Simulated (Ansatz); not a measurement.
# AlHClO (SMILES [O][AlH][Cl]): the energy, rung by rung

AlHClO has 4 atoms, charge 0, and is taken as a doublet. SMILES: `[O][AlH][Cl]`. Geometry: relaxed at PBE0-D4/def2-TZVP.

```xyz
4

O     0.2906   -1.0359    1.3506
Al    0.1184    0.0490    0.0156
Cl   -1.5732   -0.2106   -1.1688
H     1.2197    1.1373   -0.2178
```

Each level gives the energy change with the Al2–Cl3 bond stretched from 2.081 to 2.602 Å (eV). The values are calculated.

```json
{"level": "USVWN5/STO-3G", "kind": "LDA", "program": "Ansatz", "value (eV)": "1.52", "CPU time (all runs)": "3.9 s"}
{"level": "U-revPBE/STO-3G", "kind": "GGA", "program": "Ansatz", "value (eV)": "1.33", "CPU time (all runs)": "6.7 s"}
{"level": "UPBE/STO-3G", "kind": "GGA", "program": "Ansatz", "value (eV)": "1.38", "CPU time (all runs)": "6.7 s"}
{"level": "UPBE0/STO-3G", "kind": "global hybrid", "program": "Ansatz", "value (eV)": "1.59", "CPU time (all runs)": "5.7 s"}
{"level": "U-wB97M-V/STO-3G", "kind": "range-separated hybrid", "program": "Ansatz", "value (eV)": "1.66", "CPU time (all runs)": "80 s"}
{"level": "U-wB97X/STO-3G", "kind": "range-separated hybrid", "program": "Ansatz", "value (eV)": "1.68", "CPU time (all runs)": "32 s"}
{"level": "UB2PLYP/STO-3G", "kind": "double hybrid", "program": "Ansatz", "value (eV)": "1.61", "CPU time (all runs)": "6.4 s"}
{"level": "RPA@PBE/STO-3G", "kind": "RPA", "program": "Ansatz", "value (eV)": "1.46", "CPU time (all runs)": "8.9 s"}
{"level": "UMP2/STO-3G", "kind": "perturbation theory", "program": "Ansatz", "value (eV)": "1.75", "CPU time (all runs)": "0.67 s"}
{"level": "UCCSDT(Q)/STO-3G", "kind": "coupled cluster or CI", "program": "Ansatz", "value (eV)": "1.64", "CPU time (all runs)": "4 s"}
```

The first shape isn't each level's own minimum. The values span 1.33 to 1.75 eV. All rows use very small basis sets, so even the best lies far from the true value. CPU times are rough (shared hosts, several kinds of processor): they show what a rung costs within a factor of a few.

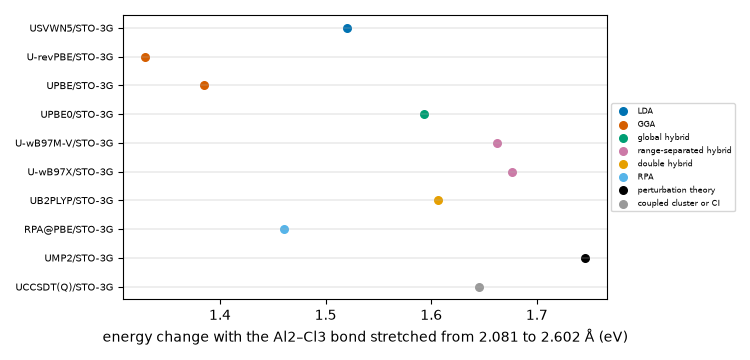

The values of the table, level by level.
